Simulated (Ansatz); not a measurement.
AlClH4O2Si

```xyz
9

O     2.4718    1.3683   -0.1498
Al    1.4744    0.1103    0.3456
Cl    2.3138   -1.3791    1.5240
O    -0.1396    0.0347   -0.0798
Si   -1.6870   -0.4572   -0.2083
H     2.1615    2.0918   -0.6921
H    -2.5350    0.6929   -0.6162
H    -1.7951   -1.5270   -1.2344
H    -2.1762   -0.9811    1.0939
```

Geometry: PBE0-D4/def2-TZVP.

Computed with Ansatz, RKS PBE0-D4/def2-TZVPP.

> Predict the electron density and electron localisation function between the atoms.

Si–O (1.63 Å): ρ is about 1.2 e/Å³ halfway; the ELF peaks at about 0.85 between the atoms; a polar covalent bond.
Al–O (1.67 Å): the density is about 0.92 e/Å³ at the midpoint; the ELF peaks at about 0.85 in the valence shell of O, 0.6 Å from its nucleus, and is about 0.45 at the midpoint.
Al–Cl (2.08 Å): ρ is about 0.77 e/Å³ halfway; the ELF peaks at about 0.85 in the valence shell of Cl, 0.9 Å from its nucleus, and is about 0.80 at the midpoint.
O–H (0.96 Å): ρ is about 3.8 e/Å³ halfway; the ELF climbs to about 1 towards the hydrogen, as it does in any bond to H; a covalent bond by its length.

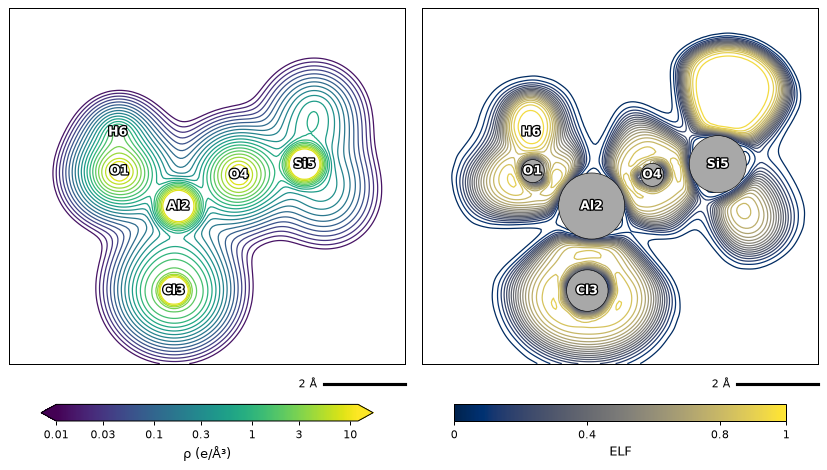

Computed electron density and electron localisation function on the plane of atoms Al2, O1 and H6, in this order. Grey discs cover the atomic cores in the ELF map. 
